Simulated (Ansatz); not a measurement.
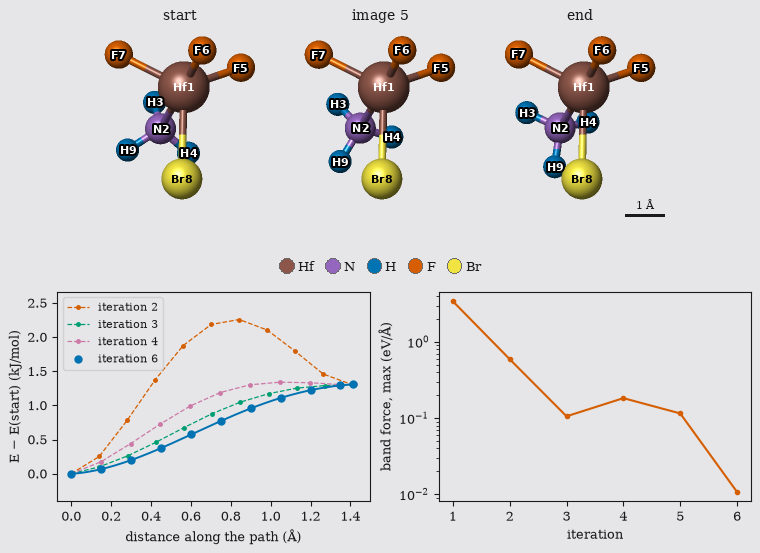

A nudged-elastic-band calculation for HfNH₃BrF₃. Images are numbered from 0 (start) to 10 (end). The plot follows the band through its iterations. Style: ball-and-stick. Shown from a free direction.

The calculation used Ansatz, RKS B3LYP-D4/def2-SVP. Set-up: 9 movable images; climbing image; force threshold 0.05 eV/Å; iteration limit 60; starting path by straight interpolation.

Q: How did the profile develop, and is the result final?

A: The run is converged, with reservations. The band converged in 6 iterations. The largest component of the band force went from 3.4 to 0.011 eV/Å. The straight starting path can push atoms close together and costs iterations. The first iteration put the highest image at 37.03 kJ/mol. No barrier shows: the energy is highest at the end, and the end lies 1.31 kJ/mol above the start.

The run took 3.4 min on 4 threads of Arm Neoverse V1, on a shared host, peak memory 0.4 GiB.
